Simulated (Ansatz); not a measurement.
**GeH2ClOF: molecular dynamics (part 2 of 5)**

Continued. System: GeH2ClOF. Method: RKS PBE0-D4/def2-SVP (Ansatz 0.2.0). It belongs to a series of runs on one base structure; here: dynamics from the start.

Geometry of the input (Å):
```
Ge -0.1263  -0.1776  -0.0966
F  -0.1946  -0.0607  1.6280
Cl 1.8773  0.3681  -0.6116
O  -1.2654  0.9622  -0.7728
H  -1.0570  1.8845  -0.5833
H  -0.4956  -1.5834  -0.5403
```

### What the program printed, continued
```
md step   136: t =    68.00 fs  T =   128.0 K  F+E_penalty+E_count = -73809.42038191 eV  E_kin = 0.099310 eV  (24 SCF iters)
md step   137: t =    68.50 fs  T =   140.2 K  F+E_penalty+E_count = -73809.42315418 eV  E_kin = 0.108712 eV  (23 SCF iters)
md step   138: t =    69.00 fs  T =   144.8 K  F+E_penalty+E_count = -73809.42614358 eV  E_kin = 0.112296 eV  (24 SCF iters)
md step   139: t =    69.50 fs  T =   145.4 K  F+E_penalty+E_count = -73809.42904474 eV  E_kin = 0.112751 eV  (24 SCF iters)
md step   140: t =    70.00 fs  T =   127.8 K  F+E_penalty+E_count = -73809.43135201 eV  E_kin = 0.099107 eV  (23 SCF iters)
md step   141: t =    70.50 fs  T =   133.9 K  F+E_penalty+E_count = -73809.43356505 eV  E_kin = 0.103816 eV  (24 SCF iters)
md step   142: t =    71.00 fs  T =   118.4 K  F+E_penalty+E_count = -73809.43573423 eV  E_kin = 0.091837 eV  (24 SCF iters)
md step   143: t =    71.50 fs  T =   129.0 K  F+E_penalty+E_count = -73809.43748961 eV  E_kin = 0.100082 eV  (24 SCF iters)
md step   144: t =    72.00 fs  T =   133.4 K  F+E_penalty+E_count = -73809.43852600 eV  E_kin = 0.103491 eV  (25 SCF iters)
md step   145: t =    72.50 fs  T =   137.2 K  F+E_penalty+E_count = -73809.43880203 eV  E_kin = 0.106416 eV  (25 SCF iters)
md step   146: t =    73.00 fs  T =   130.0 K  F+E_penalty+E_count = -73809.43820183 eV  E_kin = 0.100831 eV  (25 SCF iters)
md step   147: t =    73.50 fs  T =   131.8 K  F+E_penalty+E_count = -73809.43639789 eV  E_kin = 0.102204 eV  (25 SCF iters)
md step   148: t =    74.00 fs  T =   131.2 K  F+E_penalty+E_count = -73809.43308492 eV  E_kin = 0.101764 eV  (25 SCF iters)
md step   149: t =    74.50 fs  T =   117.7 K  F+E_penalty+E_count = -73809.42858790 eV  E_kin = 0.091293 eV  (25 SCF iters)
md step   150: t =    75.00 fs  T =   104.4 K  F+E_penalty+E_count = -73809.42431500 eV  E_kin = 0.080983 eV  (25 SCF iters)
md step   151: t =    75.50 fs  T =    96.7 K  F+E_penalty+E_count = -73809.42052762 eV  E_kin = 0.074983 eV  (25 SCF iters)
md step   152: t =    76.00 fs  T =    96.5 K  F+E_penalty+E_count = -73809.41732745 eV  E_kin = 0.074837 eV  (25 SCF iters)
md step   153: t =    76.50 fs  T =    98.5 K  F+E_penalty+E_count = -73809.41558846 eV  E_kin = 0.076430 eV  (25 SCF iters)
md step   154: t =    77.00 fs  T =   107.4 K  F+E_penalty+E_count = -73809.41537810 eV  E_kin = 0.083300 eV  (23 SCF iters)
md step   155: t =    77.50 fs  T =   125.6 K  F+E_penalty+E_count = -73809.41548325 eV  E_kin = 0.097404 eV  (23 SCF iters)
md step   156: t =    78.00 fs  T =   112.6 K  F+E_penalty+E_count = -73809.41538904 eV  E_kin = 0.087301 eV  (27 SCF iters)
md step   157: t =    78.50 fs  T =   122.9 K  F+E_penalty+E_count = -73809.41631030 eV  E_kin = 0.095289 eV  (25 SCF iters)
md step   158: t =    79.00 fs  T =   127.5 K  F+E_penalty+E_count = -73809.41779154 eV  E_kin = 0.098866 eV  (25 SCF iters)
md step   159: t =    79.50 fs  T =   138.0 K  F+E_penalty+E_count = -73809.41883853 eV  E_kin = 0.107049 eV  (24 SCF iters)
md step   160: t =    80.00 fs  T =   111.3 K  F+E_penalty+E_count = -73809.41845156 eV  E_kin = 0.086350 eV  (25 SCF iters)
md step   161: t =    80.50 fs  T =   110.2 K  F+E_penalty+E_count = -73809.41649605 eV  E_kin = 0.085429 eV  (25 SCF iters)
md step   162: t =    81.00 fs  T =    90.7 K  F+E_penalty+E_count = -73809.41353148 eV  E_kin = 0.070352 eV  (25 SCF iters)
md step   163: t =    81.50 fs  T =    91.2 K  F+E_penalty+E_count = -73809.40982984 eV  E_kin = 0.070721 eV  (25 SCF iters)
md step   164: t =    82.00 fs  T =    77.4 K  F+E_penalty+E_count = -73809.40551234 eV  E_kin = 0.060008 eV  (25 SCF iters)
md step   165: t =    82.50 fs  T =    72.0 K  F+E_penalty+E_count = -73809.40231987 eV  E_kin = 0.055841 eV  (24 SCF iters)
md step   166: t =    83.00 fs  T =    78.8 K  F+E_penalty+E_count = -73809.40162812 eV  E_kin = 0.061152 eV  (24 SCF iters)
md step   167: t =    83.50 fs  T =    72.9 K  F+E_penalty+E_count = -73809.40192814 eV  E_kin = 0.056519 eV  (24 SCF iters)
md step   168: t =    84.00 fs  T =    81.7 K  F+E_penalty+E_count = -73809.40226509 eV  E_kin = 0.063334 eV  (25 SCF iters)
md step   169: t =    84.50 fs  T =    66.6 K  F+E_penalty+E_count = -73809.40257115 eV  E_kin = 0.051651 eV  (25 SCF iters)
md step   170: t =    85.00 fs  T =    71.1 K  F+E_penalty+E_count = -73809.40338443 eV  E_kin = 0.055135 eV  (25 SCF iters)
md step   171: t =    85.50 fs  T =    79.6 K  F+E_penalty+E_count = -73809.40544717 eV  E_kin = 0.061726 eV  (25 SCF iters)
md step   172: t =    86.00 fs  T =    79.6 K  F+E_penalty+E_count = -73809.40815843 eV  E_kin = 0.061721 eV  (24 SCF iters)
md step   173: t =    86.50 fs  T =    91.5 K  F+E_penalty+E_count = -73809.41151179 eV  E_kin = 0.070944 eV  (24 SCF iters)
md step   174: t =    87.00 fs  T =   101.8 K  F+E_penalty+E_count = -73809.41555854 eV  E_kin = 0.078988 eV  (24 SCF iters)
md step   175: t =    87.50 fs  T =    94.5 K  F+E_penalty+E_count = -73809.41915368 eV  E_kin = 0.073268 eV  (25 SCF iters)
md step   176: t =    88.00 fs  T =   101.8 K  F+E_penalty+E_count = -73809.42204411 eV  E_kin = 0.078938 eV  (24 SCF iters)
md step   177: t =    88.50 fs  T =   104.2 K  F+E_penalty+E_count = -73809.42378264 eV  E_kin = 0.080776 eV  (24 SCF iters)
md step   178: t =    89.00 fs  T =   108.7 K  F+E_penalty+E_count = -73809.42407682 eV  E_kin = 0.084295 eV  (23 SCF iters)
md step   179: t =    89.50 fs  T =   119.5 K  F+E_penalty+E_count = -73809.42392652 eV  E_kin = 0.092671 eV  (27 SCF iters)
md step   180: t =    90.00 fs  T =   104.0 K  F+E_penalty+E_count = -73809.42432672 eV  E_kin = 0.080648 eV  (25 SCF iters)
md step   181: t =    90.50 fs  T =   109.1 K  F+E_penalty+E_count = -73809.42459056 eV  E_kin = 0.084579 eV  (24 SCF iters)
md step   182: t =    91.00 fs  T =   108.4 K  F+E_penalty+E_count = -73809.42468620 eV  E_kin = 0.084040 eV  (24 SCF iters)
md step   183: t =    91.50 fs  T =   112.9 K  F+E_penalty+E_count = -73809.42589970 eV  E_kin = 0.087599 eV  (23 SCF iters)
md step   184: t =    92.00 fs  T =   113.8 K  F+E_penalty+E_count = -73809.42894801 eV  E_kin = 0.088222 eV  (24 SCF iters)
md step   185: t =    92.50 fs  T =   114.3 K  F+E_penalty+E_count = -73809.43321177 eV  E_kin = 0.088643 eV  (25 SCF iters)
md step   186: t =    93.00 fs  T =   123.5 K  F+E_penalty+E_count = -73809.43844500 eV  E_kin = 0.095753 eV  (25 SCF iters)
md step   187: t =    93.50 fs  T =   117.9 K  F+E_penalty+E_count = -73809.44406171 eV  E_kin = 0.091414 eV  (25 SCF iters)
md step   188: t =    94.00 fs  T =   132.4 K  F+E_penalty+E_count = -73809.44832850 eV  E_kin = 0.102705 eV  (25 SCF iters)
md step   189: t =    94.50 fs  T =   131.1 K  F+E_penalty+E_count = -73809.45056908 eV  E_kin = 0.101674 eV  (25 SCF iters)
md step   190: t =    95.00 fs  T =   129.1 K  F+E_penalty+E_count = -73809.45058685 eV  E_kin = 0.100087 eV  (25 SCF iters)
md step   191: t =    95.50 fs  T =   105.3 K  F+E_penalty+E_count = -73809.44851396 eV  E_kin = 0.081667 eV  (25 SCF iters)
md step   192: t =    96.00 fs  T =   105.5 K  F+E_penalty+E_count = -73809.44556882 eV  E_kin = 0.081857 eV  (24 SCF iters)
md step   193: t =    96.50 fs  T =   114.5 K  F+E_penalty+E_count = -73809.44244765 eV  E_kin = 0.088826 eV  (25 SCF iters)
md step   194: t =    97.00 fs  T =   115.2 K  F+E_penalty+E_count = -73809.43877140 eV  E_kin = 0.089330 eV  (24 SCF iters)
md step   195: t =    97.50 fs  T =   106.9 K  F+E_penalty+E_count = -73809.43493217 eV  E_kin = 0.082926 eV  (24 SCF iters)
md step   196: t =    98.00 fs  T =   102.1 K  F+E_penalty+E_count = -73809.43159454 eV  E_kin = 0.079217 eV  (25 SCF iters)
md step   197: t =    98.50 fs  T =    99.8 K  F+E_penalty+E_count = -73809.42925609 eV  E_kin = 0.077427 eV  (25 SCF iters)
md step   198: t =    99.00 fs  T =    90.0 K  F+E_penalty+E_count = -73809.42798777 eV  E_kin = 0.069785 eV  (23 SCF iters)
md step   199: t =    99.50 fs  T =   109.0 K  F+E_penalty+E_count = -73809.42735986 eV  E_kin = 0.084567 eV  (23 SCF iters)
md step   200: t =   100.00 fs  T =   123.5 K  F+E_penalty+E_count = -73809.42701455 eV  E_kin = 0.095820 eV  (24 SCF iters)
md step   201: t =   100.50 fs  T =   121.9 K  F+E_penalty+E_count = -73809.42651820 eV  E_kin = 0.094549 eV  (24 SCF iters)
md step   202: t =   101.00 fs  T =   137.7 K  F+E_penalty+E_count = -73809.42579445 eV  E_kin = 0.106831 eV  (27 SCF iters)
md step   203: t =   101.50 fs  T =   140.1 K  F+E_penalty+E_count = -73809.42459101 eV  E_kin = 0.108645 eV  (25 SCF iters)
md step   204: t =   102.00 fs  T =   137.7 K  F+E_penalty+E_count = -73809.42274978 eV  E_kin = 0.106762 eV  (25 SCF iters)
md step   205: t =   102.50 fs  T =   147.7 K  F+E_penalty+E_count = -73809.42087560 eV  E_kin = 0.114546 eV  (25 SCF iters)
md step   206: t =   103.00 fs  T =   156.3 K  F+E_penalty+E_count = -73809.41898486 eV  E_kin = 0.121204 eV  (25 SCF iters)
md step   207: t =   103.50 fs  T =   168.9 K  F+E_penalty+E_count = -73809.41708041 eV  E_kin = 0.131002 eV  (24 SCF iters)
md step   208: t =   104.00 fs  T =   168.6 K  F+E_penalty+E_count = -73809.41487723 eV  E_kin = 0.130751 eV  (24 SCF iters)
md step   209: t =   104.50 fs  T =   161.6 K  F+E_penalty+E_count = -73809.41288018 eV  E_kin = 0.125365 eV  (23 SCF iters)
md step   210: t =   105.00 fs  T =   163.4 K  F+E_penalty+E_count = -73809.41103283 eV  E_kin = 0.126749 eV  (24 SCF iters)
md step   211: t =   105.50 fs  T =   164.5 K  F+E_penalty+E_count = -73809.40812146 eV  E_kin = 0.127576 eV  (23 SCF iters)
md step   212: t =   106.00 fs  T =   137.0 K  F+E_penalty+E_count = -73809.40362720 eV  E_kin = 0.106229 eV  (25 SCF iters)
md step   213: t =   106.50 fs  T =   133.4 K  F+E_penalty+E_count = -73809.39822725 eV  E_kin = 0.103493 eV  (24 SCF iters)
md step   214: t =   107.00 fs  T =   127.0 K  F+E_penalty+E_count = -73809.39406755 eV  E_kin = 0.098483 eV  (24 SCF iters)
md step   215: t =   107.50 fs  T =   138.4 K  F+E_penalty+E_count = -73809.39232834 eV  E_kin = 0.107340 eV  (24 SCF iters)
md step   216: t =   108.00 fs  T =   136.1 K  F+E_penalty+E_count = -73809.39391547 eV  E_kin = 0.105583 eV  (24 SCF iters)
md step   217: t =   108.50 fs  T =   152.8 K  F+E_penalty+E_count = -73809.39828069 eV  E_kin = 0.118503 eV  (24 SCF iters)
md step   218: t =   109.00 fs  T =   175.6 K  F+E_penalty+E_count = -73809.40380048 eV  E_kin = 0.136178 eV  (23 SCF iters)
md step   219: t =   109.50 fs  T =   181.9 K  F+E_penalty+E_count = -73809.40770494 eV  E_kin = 0.141090 eV  (31 SCF iters)
md step   220: t =   110.00 fs  T =   190.5 K  F+E_penalty+E_count = -73809.40731634 eV  E_kin = 0.147751 eV  (31 SCF iters)
md step   221: t =   110.50 fs  T =   177.4 K  F+E_penalty+E_count = -73809.40279043 eV  E_kin = 0.137587 eV  (31 SCF iters)
md step   222: t =   111.00 fs  T =   167.1 K  F+E_penalty+E_count = -73809.39789377 eV  E_kin = 0.129600 eV  (25 SCF iters)
md step   223: t =   111.50 fs  T =   172.2 K  F+E_penalty+E_count = -73809.39646377 eV  E_kin = 0.133568 eV  (25 SCF iters)
md step   224: t =   112.00 fs  T =   185.7 K  F+E_penalty+E_count = -73809.39871571 eV  E_kin = 0.144020 eV  (27 SCF iters)
md step   225: t =   112.50 fs  T =   177.8 K  F+E_penalty+E_count = -73809.40530992 eV  E_kin = 0.137871 eV  (24 SCF iters)
md step   226: t =   113.00 fs  T =   176.1 K  F+E_penalty+E_count = -73809.41409433 eV  E_kin = 0.136545 eV  (31 SCF iters)
md step   227: t =   113.50 fs  T =   194.9 K  F+E_penalty+E_count = -73809.41956915 eV  E_kin = 0.151123 eV  (31 SCF iters)
md step   228: t =   114.00 fs  T =   199.0 K  F+E_penalty+E_count = -73809.41950737 eV  E_kin = 0.154361 eV  (31 SCF iters)
md step   229: t =   114.50 fs  T =   208.3 K  F+E_penalty+E_count = -73809.41471095 eV  E_kin = 0.161524 eV  (31 SCF iters)
md step   230: t =   115.00 fs  T =   190.8 K  F+E_penalty+E_count = -73809.40821880 eV  E_kin = 0.148002 eV  (30 SCF iters)
md step   231: t =   115.50 fs  T =   182.7 K  F+E_penalty+E_count = -73809.40477377 eV  E_kin = 0.141728 eV  (24 SCF iters)
md step   232: t =   116.00 fs  T =   184.5 K  F+E_penalty+E_count = -73809.40780183 eV  E_kin = 0.143061 eV  (25 SCF iters)
md step   233: t =   116.50 fs  T =   197.9 K  F+E_penalty+E_count = -73809.41525863 eV  E_kin = 0.153503 eV  (24 SCF iters)
md step   234: t =   117.00 fs  T =   216.5 K  F+E_penalty+E_count = -73809.42352454 eV  E_kin = 0.167891 eV  (30 SCF iters)
md step   235: t =   117.50 fs  T =   220.0 K  F+E_penalty+E_count = -73809.42953234 eV  E_kin = 0.170594 eV  (30 SCF iters)
md step   236: t =   118.00 fs  T =   201.0 K  F+E_penalty+E_count = -73809.43030741 eV  E_kin = 0.155926 eV  (30 SCF iters)
md step   237: t =   118.50 fs  T =   179.6 K  F+E_penalty+E_count = -73809.42585015 eV  E_kin = 0.139301 eV  (31 SCF iters)
md step   238: t =   119.00 fs  T =   179.0 K  F+E_penalty+E_count = -73809.41962358 eV  E_kin = 0.138803 eV  (23 SCF iters)
md step   239: t =   119.50 fs  T =   162.6 K  F+E_penalty+E_count = -73809.41425141 eV  E_kin = 0.126071 eV  (24 SCF iters)
md step   240: t =   120.00 fs  T =   167.4 K  F+E_penalty+E_count = -73809.41239921 eV  E_kin = 0.129818 eV  (24 SCF iters)
md step   241: t =   120.50 fs  T =   191.9 K  F+E_penalty+E_count = -73809.41397355 eV  E_kin = 0.148804 eV  (25 SCF iters)
md step   242: t =   121.00 fs  T =   197.7 K  F+E_penalty+E_count = -73809.41660485 eV  E_kin = 0.153305 eV  (25 SCF iters)
md step   243: t =   121.50 fs  T =   220.9 K  F+E_penalty+E_count = -73809.41928330 eV  E_kin = 0.171288 eV  (24 SCF iters)
md step   244: t =   122.00 fs  T =   228.5 K  F+E_penalty+E_count = -73809.42041334 eV  E_kin = 0.177199 eV  (27 SCF iters)
md step   245: t =   122.50 fs  T =   226.5 K  F+E_penalty+E_count = -73809.41859031 eV  E_kin = 0.175694 eV  (31 SCF iters)
md step   246: t =   123.00 fs  T =   224.8 K  F+E_penalty+E_count = -73809.41349351 eV  E_kin = 0.174312 eV  (31 SCF iters)
md step   247: t =   123.50 fs  T =   204.8 K  F+E_penalty+E_count = -73809.40681537 eV  E_kin = 0.158871 eV  (24 SCF iters)
md step   248: t =   124.00 fs  T =   213.8 K  F+E_penalty+E_count = -73809.39961566 eV  E_kin = 0.165823 eV  (24 SCF iters)
md step   249: t =   124.50 fs  T =   192.0 K  F+E_penalty+E_count = -73809.39305709 eV  E_kin = 0.148883 eV  (25 SCF iters)
these checks for a lower state are left out or cut short: starts, cluster_reference, orbital_swaps, neighbouring_geometries, increment
892 factors; integrals over basis functions are off by at most 4.1e-4 eV
mean field -73809.28621118 eV, -2712.4412385298 hartree, gradient 1.6e-5 eV, S^2 0.000000; 0 other end points of the search recorded, 0 dependent functions left out
the calculation of the forces begins
reference -73809.28623228 eV, -2712.4412393054 hartree; 34, 34 occupied and 54, 54 virtual orbitals, 892 factors
892 factors; integrals over basis functions are off by at most 4.1e-4 eV
mean field -73809.28621118 eV, -2712.4412385298 hartree, gradient 1.6e-5 eV, S^2 0.000000; 1 other end points of the search recorded, 0 dependent functions left out
the calculation of the forces begins
reference -73809.28623228 eV, -2712.4412393054 hartree; 34, 34 occupied and 54, 54 virtual orbitals, 892 factors
md step   250: t =   125.00 fs  T =   178.0 K  F+E_penalty+E_count = -73809.38887731 eV  E_kin = 0.138012 eV  (27 SCF iters)
```

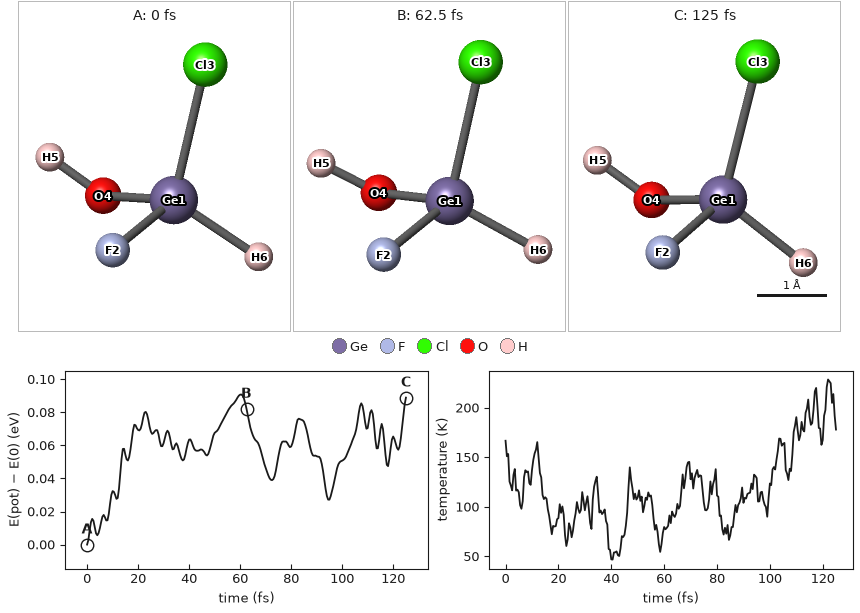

Fig. 1: Frames of the molecular dynamics (ball-and-stick, seen at a tilt) above the curves, on which the letters mark them. The trajectory kept here has 251 frames over 125 fs. The temperature starts at 167 K, ranges from 47 to 228 K and averages 136 K over the second half. The potential energy ends 0.089 eV above its first value. After an unweighted best fit of the last frame on the first, the root-mean-square displacement is 0.06 Å, and Cl3 has moved furthest (0.10 Å).

```
Total energy: -73809.38889842 eV, -2712.4450122161 hartree
Atom 0 at    -0.191649    -0.242287    -0.150172 Å, force    -0.522075     0.587867    -0.724916 eV/Å
Atom 1 at    -0.300706    -0.115569     1.560947 Å, force     0.176252     0.185742     0.318240 eV/Å
Atom 2 at     1.819794     0.399232    -0.721153 Å, force    -0.834135    -0.224223     0.228387 eV/Å
Atom 3 at    -1.487023     0.781579    -0.846539 Å, force     1.038124     0.319073     0.445985 eV/Å
Atom 4 at    -1.351009     1.744075    -0.708792 Å, force    -0.076395    -0.821819    -0.096006 eV/Å
Atom 5 at    -0.569113    -1.674587    -0.491780 Å, force     0.218229    -0.046641    -0.171690 eV/Å
Dipole moment:    -0.044474     0.046123    -0.190118 e Å
```

### Trajectory as extended XYZ (Å, eV, eV/Å), 112 of the 251 frames kept, from step=0 to step=250
```
6
Properties=species:S:1:pos:R:3:forces:R:3 step=0 time_fs=0.0 energy=-73809.47776 temperature=166.7
Ge   -0.1263   -0.1776   -0.0966   -0.0026  -0.0032   0.0013
F    -0.1946   -0.0607    1.6280   -0.0002  -0.0021   0.0001
Cl    1.8773    0.3681   -0.6116    0.0075  -0.0005  -0.0012
O    -1.2654    0.9622   -0.7728   -0.0086  -0.0050  -0.0041
H    -1.0570    1.8845   -0.5833    0.0020   0.0091   0.0017
H    -0.4956   -1.5834   -0.5403    0.0019   0.0017   0.0023
6
Properties=species:S:1:pos:R:3:forces:R:3 step=2 time_fs=1.0 energy=-73809.46916 temperature=153.3
Ge   -0.1249   -0.1762   -0.0956    0.0188  -0.1301   0.0915
F    -0.1974   -0.0633    1.6314    0.0144   0.0066  -0.0629
Cl    1.8752    0.3692   -0.6154    0.0468   0.0122   0.0041
O    -1.2632    0.9567   -0.7743    0.0886   0.9368   0.1261
H    -1.0550    1.8972   -0.5813   -0.1794  -0.8521  -0.1696
H    -0.4927   -1.5847   -0.5383    0.0108   0.0266   0.0108
6
Properties=species:S:1:pos:R:3:forces:R:3 step=5 time_fs=2.5 energy=-73809.46342 temperature=116.6
Ge   -0.1230   -0.1747   -0.0945    0.0127  -0.3417   0.1842
F    -0.2016   -0.0678    1.6355    0.0312   0.0179  -0.1475
Cl    1.8714    0.3708   -0.6208    0.1130   0.0346   0.0081
O    -1.2602    0.9501   -0.7766    0.0177   1.1897   0.1199
H    -1.0598    1.8954   -0.5811   -0.2049  -1.0050  -0.2046
H    -0.4876   -1.5886   -0.5394    0.0302   0.1044   0.0398
6
Properties=species:S:1:pos:R:3:forces:R:3 step=7 time_fs=3.5 energy=-73809.47100 temperature=138.1
Ge   -0.1218   -0.1742   -0.0938    0.0060  -0.4038   0.2356
F    -0.2042   -0.0719    1.6377    0.0400   0.0266  -0.1911
Cl    1.8688    0.3719   -0.6241    0.1549   0.0506   0.0106
O    -1.2587    0.9466   -0.7778   -0.1339   0.6809   0.0003
H    -1.0670    1.8813   -0.5845   -0.0929  -0.4434  -0.0962
H    -0.4835   -1.5871   -0.5410    0.0259   0.0892   0.0408
6
Properties=species:S:1:pos:R:3:forces:R:3 step=9 time_fs=4.5 energy=-73809.47081 temperature=117.3
Ge   -0.1203   -0.1736   -0.0932   -0.0201  -0.4651   0.2703
F    -0.2063   -0.0760    1.6393    0.0472   0.0386  -0.2149
Cl    1.8659    0.3726   -0.6272    0.2077   0.0705   0.0082
O    -1.2575    0.9434   -0.7789   -0.2808   0.0815  -0.1287
H    -1.0739    1.8667   -0.5869    0.0257   0.1971   0.0271
H    -0.4786   -1.5866   -0.5407    0.0203   0.0773   0.0379
6
Properties=species:S:1:pos:R:3:forces:R:3 step=11 time_fs=5.5 energy=-73809.46417 temperature=101.7
Ge   -0.1188   -0.1732   -0.0925   -0.0513  -0.5309   0.2965
F    -0.2083   -0.0796    1.6406    0.0551   0.0493  -0.2330
Cl    1.8631    0.3728   -0.6303    0.2615   0.0900   0.0056
O    -1.2567    0.9396   -0.7803   -0.3941  -0.3763  -0.2325
H    -1.0802    1.8543   -0.5871    0.1092   0.7028   0.1242
H    -0.4755   -1.5854   -0.5419    0.0196   0.0652   0.0392
6
Properties=species:S:1:pos:R:3:forces:R:3 step=14 time_fs=7.0 energy=-73809.46127 temperature=130.0
Ge   -0.1163   -0.1730   -0.0911   -0.0873  -0.6076   0.3039
F    -0.2112   -0.0845    1.6415    0.0634   0.0699  -0.2176
Cl    1.8592    0.3738   -0.6343    0.3421   0.1222   0.0003
O    -1.2561    0.9328   -0.7834   -0.4089  -0.2805  -0.2242
H    -1.0832    1.8484   -0.5859    0.0859   0.6545   0.1072
H    -0.4641   -1.5865   -0.5388    0.0048   0.0413   0.0305
```
